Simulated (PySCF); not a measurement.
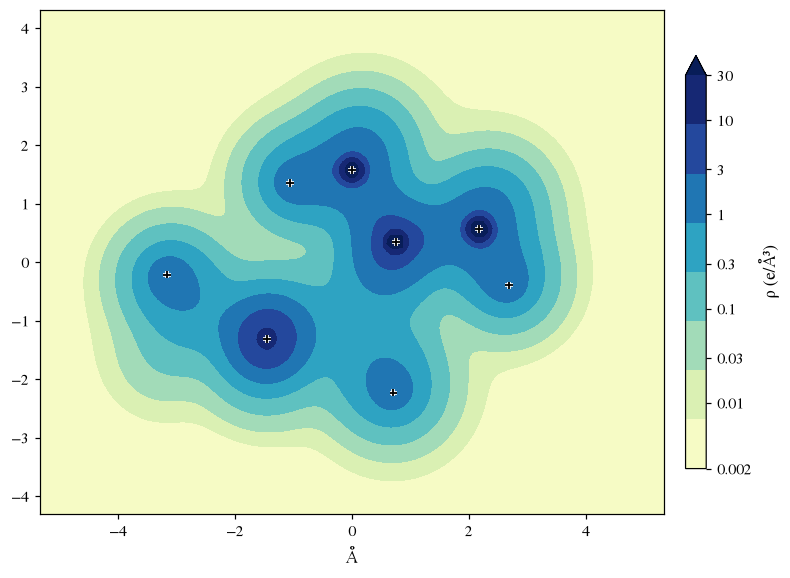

The total electron density on a plane through atoms (crosses mark nuclei in the plane).

Theory: PBE0/pcSseg-1, SCF density, gas phase, non-relativistic (PySCF 2.14.0).

Candidates:
A. C3H9PSi (SMILES P[SiH2]C1CC1)
B. C5H9F3 (SMILES CC[C@H](C)C(F)(F)F)
C. C3H11NOSi (SMILES CO[SiH2]N(C)C)

> Which system is this?

Candidate C: C3H11NOSi on the plane of atoms N4, C5 and H13, which holds O, N, C and H. C–N (1.44 Å): the density is about 1.9 e/Å³ at the midpoint.
